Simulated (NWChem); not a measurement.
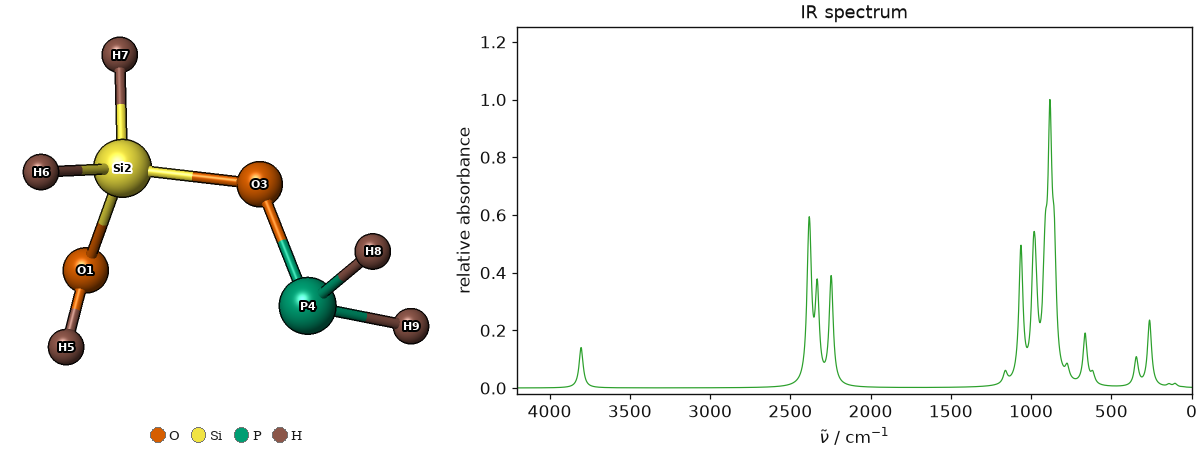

Infrared spectrum of SiPH₅O₂, SMILES O[SiH2]OP. Unscaled harmonic wavenumbers and double-harmonic intensities, B3LYP/6-31G(d) (dispersion D3(BJ)) with NWChem 7.3.0, at a geometry relaxed at this level, isolated molecule. Lorentzian lines of 30 cm⁻¹ full width. Close modes add up in the curve.

Which lines are the most intense?

881.9 cm⁻¹ (368.6 km/mol), 1062.9 cm⁻¹ (212.1 km/mol) and 855.3 cm⁻¹ (171.1 km/mol).

Which is the highest mode?

3803.2 cm⁻¹ (63.9 km/mol).

Note: double-zeta basis; one conformer of a flexible molecule.
